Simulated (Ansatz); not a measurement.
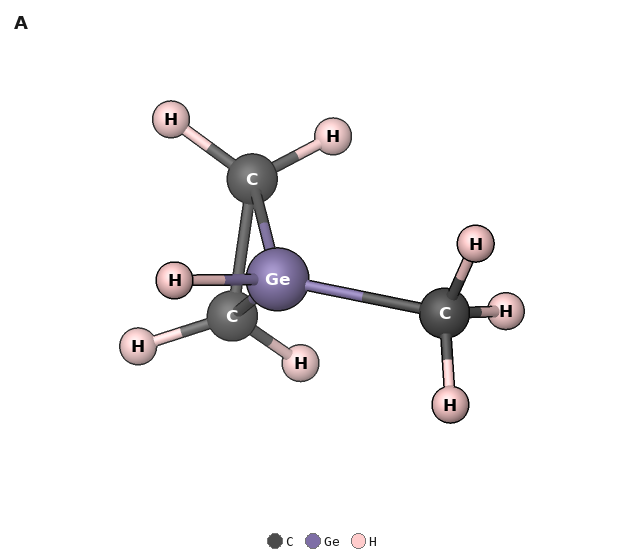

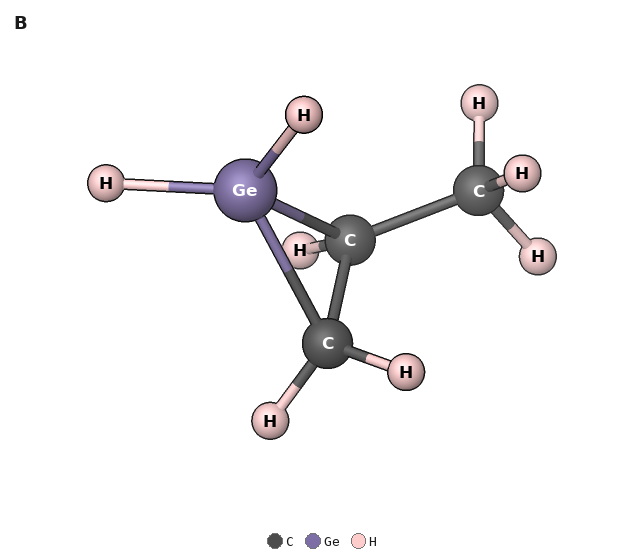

2 stationary structures of one formula. Geometries: PBE-D4/def2-SVP. Electronic energies: PBE-D4/def2-SVP (Ansatz 0.2.0), without zero-point energy. No frequency run is at hand to confirm each as a minimum.

How are they related?

Answer. They are constitutional isomers of C3H8Ge: A `[CH3][GeH]1[CH2][CH2]1`, B `C[C@H]1[CH2][GeH2]1`.

Rank them by energy, lowest first.

Answer. A is lowest; B lies 0.156 eV above it.
